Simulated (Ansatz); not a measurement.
# SiCl3O (SMILES [O][Si](Cl)(Cl)Cl): UB3LYP/def2-SVP

What is the energy change on altering one bond length of SiCl3O at UB3LYP/def2-SVP? 

The results are computed with Ansatz 0.2.0.

61 further runs of the same task are left out: 10 that didn't finish, 51 set aside as unsound or not needed. Runs told in other sessions of the task aren't counted.

## 1. Starting point

The species is SiCl3O (5 atoms), meant as a doublet with charge 0. As SMILES, `[O][Si](Cl)(Cl)Cl`. The shape is that of a PBE0-D4/def2-TZVP optimisation.

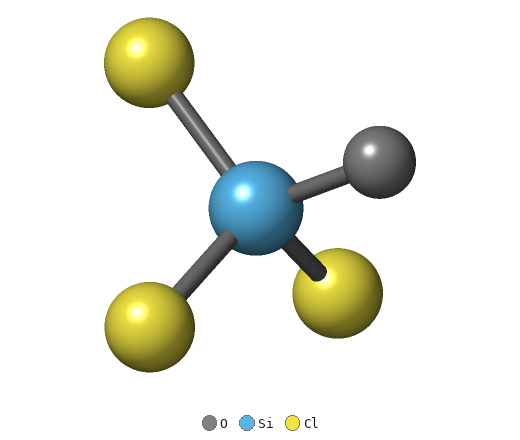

The structure, seen from a chosen angle (oxygen grey, silicon blue, chlorine yellow).

## 2. The energy at UB3LYP/def2-SVP

molecule.yaml

```yaml
basis:
  gaussian:
    orbitals: def2-SVP
crystal:
  periodic: [false, false, false]
  atoms:
    - {symbol: O, position_ang: [0.815000, -1.070800, 1.039300]}
    - {symbol: Si, position_ang: [0.038600, -0.018800, 0.041000]}
    - {symbol: Cl, position_ang: [-1.536500, 0.855600, 0.950500]}
    - {symbol: Cl, position_ang: [-0.542800, -1.265500, -1.438700]}
    - {symbol: Cl, position_ang: [1.275600, 1.425900, -0.633600]}
magnetization:
  spin_polarized: true
  initial_magnetization: 1
hamiltonian:
  xc: {name: B3LYP}
accuracy: high
output: {orbitals: {seedname: orbitals}}
```

Started as:

```sh
$ ansatz run molecule.yaml --threads 1 --pin off --max-ram 3480MiB --events-out events.jsonl --progress --plain --runs-dir runs
```

Output:

```text
Warning: RAYON_NUM_THREADS=1 ignored (pool sized by the plan → 1); use --threads N
Functional definition: B3LYP
  name "B3LYP"
  parameter a0 = 0.2
  parameter ax = 0.72
  parameter ac = 0.81
  exchange = (1 - a0 - ax)*slater_x + ax*b88_x + a0*exact_x
  correlation = (1 - ac)*vwn_rpa_c + ac*lyp_c
1630 factors; integrals over basis functions are off by at most 3.6e-9 eV
mean field evaluation 1: about -47467.9456 eV, gradient 4.8e1 eV
mean field evaluation 2: about -47285.7606 eV, gradient 1.4e2 eV
mean field evaluation 4: about -47480.3123 eV, gradient 9.1e0 eV
mean field evaluation 8: about -47480.7265 eV, gradient 4.4e-1 eV
mean field evaluation 16: about -47480.8642 eV, gradient 2.1e-3 eV
mean field evaluation 32: about -47480.8642 eV, gradient 5.3e-6 eV
mean field -47480.86417518 eV, -1744.8895747522 hartree, gradient 7.3e-8 eV, S^2 0.753180; 2 other end points of the search recorded, 0 dependent functions left out
reference -47480.86420719 eV, -1744.8895759286 hartree; 37, 36 occupied and 49, 50 virtual orbitals, 1630 factors
Total energy: -47480.86420719 eV, -1744.8895759286 hartree
```

Run time: 30 s. Hardware: 1 thread of Arm Neoverse V2, shared host; peak memory 0.46 GiB.

## 3. The distorted shape, same level

job.yaml

```yaml
crystal:
  periodic: [false, false, false]
  atoms:
    - {symbol: O, position_ang: [-0.174576, -2.226532, 1.578967]}
    - {symbol: Si, position_ang: [-0.950976, -1.174532, 0.580667]}
    - {symbol: Cl, position_ang: [-2.526076, -0.300132, 1.490167]}
    - {symbol: Cl, position_ang: [-1.532376, -2.421232, -0.899033]}
    - {symbol: Cl, position_ang: [1.275600, 1.425900, -0.633600]}
basis:
  gaussian:
    orbitals: def2-SVP
accuracy: high
hamiltonian:
  xc: {name: B3LYP}
magnetization:
  spin_polarized: true
  initial_magnetization: 1
output: {orbitals: {seedname: orbitals}}
```

Started as:

```sh
$ ansatz run job.yaml --threads 1 --pin off --max-ram 3480MiB --events-out events.jsonl --progress --plain --runs-dir runs
```

Output, shortened:

```text
Warning: RAYON_NUM_THREADS=1 ignored (pool sized by the plan → 1); use --threads N
[... 7 set-up lines as earlier in the session ...]
1553 factors; integrals over basis functions are off by at most 4.5e-9 eV
mean field evaluation 1: about -47467.1025 eV, gradient 4.7e1 eV
mean field evaluation 2: about -47288.4545 eV, gradient 1.4e2 eV
mean field evaluation 4: about -47466.2851 eV, gradient 4.0e1 eV
mean field evaluation 8: about -47477.2815 eV, gradient 6.7e-1 eV
mean field evaluation 16: about -47477.4025 eV, gradient 1.6e-1 eV
mean field evaluation 32: about -47477.4679 eV, gradient 1.2e-7 eV
mean field evaluation 64: about -47477.3624 eV, gradient 1.8e0 eV
mean field -47477.46794847 eV, -1744.7647657228 hartree, gradient 1.8e-8 eV, S^2 0.936353; 8 other end points of the search recorded, 0 dependent functions left out
reference -47477.46798376 eV, -1744.7647670196 hartree; 37, 36 occupied and 49, 50 virtual orbitals, 1553 factors
Total energy: -47477.46798376 eV, -1744.7647670196 hartree
```

It took 62 s on 1 thread of Arm Neoverse V2, shared host; peak memory 0.48 GiB.

## 4. Results

At UB3LYP/def2-SVP:

| quantity | value |
| --- | --- |
| first shape: total energy | -1744.88958 Eh |
| first shape: HOMO energy (highest over α and β) | -8.99 eV |
| first shape: LUMO energy (lowest over α and β) | -5.83 eV |
| first shape: ⟨S²⟩ | 0.753 |
| distorted shape: total energy | -1744.76477 Eh |
| distorted shape: HOMO energy (highest over α and β) | -7.89 eV |
| distorted shape: LUMO energy (lowest over α and β) | -6.56 eV |
| distorted shape: ⟨S²⟩ | 0.936 |
| energy change with the Si2–Cl5 bond stretched from 2.018 to 3.632 Å | 3.396 eV |

**Reading.** With the Si2–Cl5 bond stretched from 2.018 to 3.632 Å the energy rises by 3.40 eV (328 kJ/mol). The first shape isn't relaxed at this level, so the change isn't measured from a minimum. ⟨S²⟩ (distorted shape) is 0.94 where a pure doublet has 0.75: the reference is spin-contaminated.
